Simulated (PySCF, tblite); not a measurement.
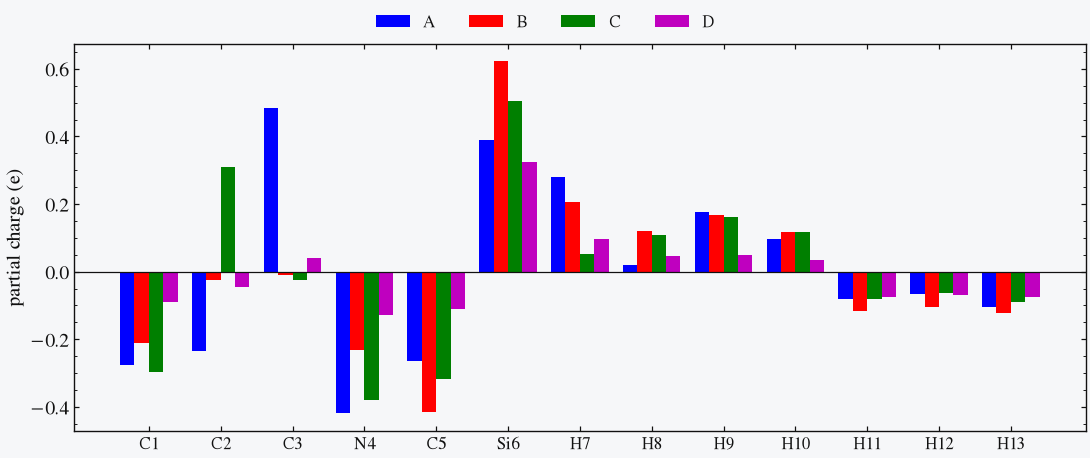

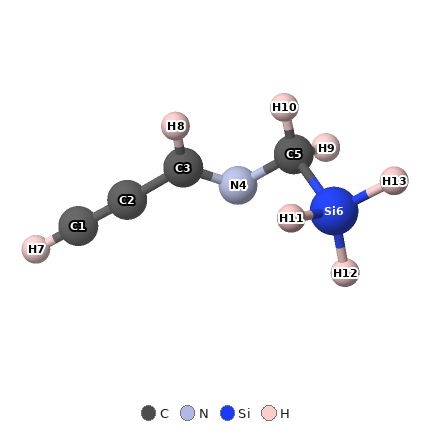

Atomic charges of C₄H₇NSi, SMILES C#C/C=N/C[SiH3] by 4 schemes, PBE0/pcSseg-1 in PySCF, at a GFN2-xTB geometry (a minimum by its frequencies).

**The schemes are ESP fit, Hirshfeld, IAO and Mulliken. Which series is which?**

A: ESP fit (Si6 0.39 e); B: IAO (Si6 0.62 e); C: Mulliken (Si6 0.51 e); D: Hirshfeld (Si6 0.32 e).

Known limits of this run: the tight-binding geometry is rougher than a DFT one and adds to the error; one conformer of a flexible molecule.
